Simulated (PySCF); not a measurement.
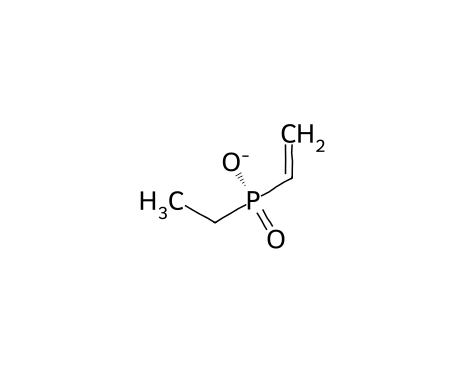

The species has charge −1 and is a spin singlet. The computed structure is the end point of a GFN2-xTB optimisation. No frequency run is at hand to confirm it as a minimum. Level of theory: CAM-B3LYP/def2-SVPD, gas phase (PySCF 2.14.0).

**What is the HOMO energy (Kohn–Sham orbital)?**

−3.68 eV.

**Give the mean static polarisability at this level.**

86.2 bohr³.

The geometry is semi-empirical. Around P such bond lengths and angles can be off by a tenth of an ångström or more and by several degrees, and values that hang on the shape move with them.
